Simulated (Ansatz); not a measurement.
# PF3 (singlet): wave-function methods side by side, 6-31G

How much of the correlation energy of PF3 (singlet) does each wave-function method recover here?

Program: Ansatz 0.2.0, Gaussian basis. Level of theory: 6-31G, core rule «outside noble gas», up to 8 orbitals frozen. These are calculated values, not measurements.

Plan: UHF; CCSD(T) on RHF; BCCD(T) on RHF; CISD; CCSDT(Q) on RHF; CASSCF and MRCISD+Q, 20 electrons in 13 orbitals; CASSCF and MRCISD+Q(relaxed), 20 electrons in 13 orbitals; CASSCF and NEVPT2, 20 electrons in 13 orbitals.

14 further runs of the same task are left out: 4 for a known fault of the program, 1 that didn't finish, 9 set aside as unsound or not needed.

### Step 1. What is computed

The geometry is an MP2(full)/6-31G* stationary point (not a proven minimum).

4 atoms, charge 0, spin multiplicity 1.

Atoms are counted from 1 here; the program's logs count them from 0.

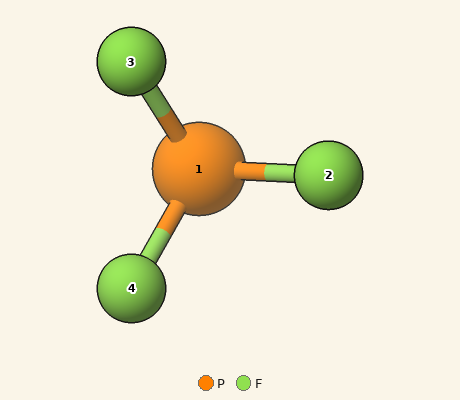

The geometry (phosphorus orange, fluorine green); atoms are numbered from 1 in the order of the file.

Geometry (Å):

```xyz
4

P     0.0000    0.0000    0.5107
F     0.0000    1.3839   -0.2776
F     1.1985   -0.6919   -0.2776
F    -1.1985   -0.6919   -0.2776
```

### Step 2. UHF

Contents of in.yaml:

```yaml
crystal:
  periodic: [false, false, false]
  atoms:
    - {symbol: P, position_ang: [0.000000, 0.000000, 0.510743]}
    - {symbol: F, position_ang: [0.000000, 1.383861, -0.277561]}
    - {symbol: F, position_ang: [1.198459, -0.691931, -0.277561]}
    - {symbol: F, position_ang: [-1.198459, -0.691931, -0.277561]}
basis:
  gaussian: {orbitals: 6-31G}
magnetization: {spin_polarized: true, initial_magnetization: 0}
hamiltonian: {xc: hf}
output: {orbitals: {seedname: orbitals}}
```

Command:

```console
$ ansatz run in.yaml --threads 1 --pin off --events-out ev --progress --plain --max-ram 4096MiB --backend cpu
```

After this run come: CCSD(T) on RHF; BCCD(T) on RHF; CISD; CCSDT(Q) on RHF; CASSCF and MRCISD+Q, 20 electrons in 13 orbitals; CASSCF and MRCISD+Q(relaxed), 20 electrons in 13 orbitals; CASSCF and NEVPT2, 20 electrons in 13 orbitals.

Q: Predict the results of all the runs planned. Wanted: RCCSDT(Q) below the RHF energy; RMP2 from RCCSDT(Q); RCCSD from RCCSDT(Q); RCCSD(T) from RCCSDT(Q); NEVPT2 valence from RCCSDT(Q); MRCISD+Q valence from RCCSDT(Q); MRCISD+Q(relaxed) valence from RCCSDT(Q); T1 diagnostic; effectively unpaired electrons.

The runs gave:

| quantity | value |
| --- | --- |
| RCCSDT(Q) below the RHF energy | -11.9511 eV |
| RMP2 from RCCSDT(Q) | +23.5 kJ/mol |
| RCCSD from RCCSDT(Q) | +24.0 kJ/mol |
| RCCSD(T) from RCCSDT(Q) | +4.8 kJ/mol |
| NEVPT2 valence from RCCSDT(Q) | +65.6 kJ/mol |
| MRCISD+Q valence from RCCSDT(Q) | +23.3 kJ/mol |
| MRCISD+Q(relaxed) valence from RCCSDT(Q) | +15.1 kJ/mol |
| levels within 1 kcal/mol (43 meV) | BCCD(T), RCCSDT |
| T1 diagnostic | 0.014 |
| effectively unpaired electrons | 0.02 |

In words: RCCSD(T) lands +4.8 kJ/mol from the yardstick (0.4 % of the correlation energy). One determinant dominates. Of the multireference levels listed MRCISD+Q(relaxed) valence comes nearest in total energy (+15.1 kJ/mol), which doesn't show that its space is the better one. These misses are within one basis, not against nature.
